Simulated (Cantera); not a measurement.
Charge: 1 mol Cr, 1.5 mol O2, a varied amount of N2, held at 2077 °C and 2.10 mbar.

Cantera equilibrium calculation (NASA polynomials, part measured and part estimated; ideal gas, pure solids and liquids). Candidate condensed phases: Cr, CrN, Cr2N, Cr2O3; 14 gas species. Kinetics and transport are ignored.

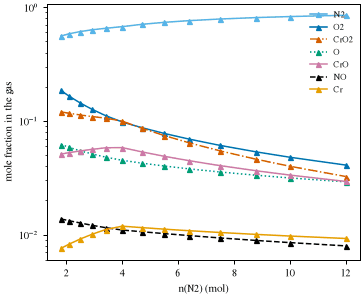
*Equilibrium gas composition (values under 1e-9 drawn at 1e-9)*

From 1.8 mol N2 to 3.4 mol N2 the condensed part is Cr2O3(s). From 4 mol N2 to 12 mol N2 nothing is condensed. The main Cr-bearing gas is CrO2 throughout.
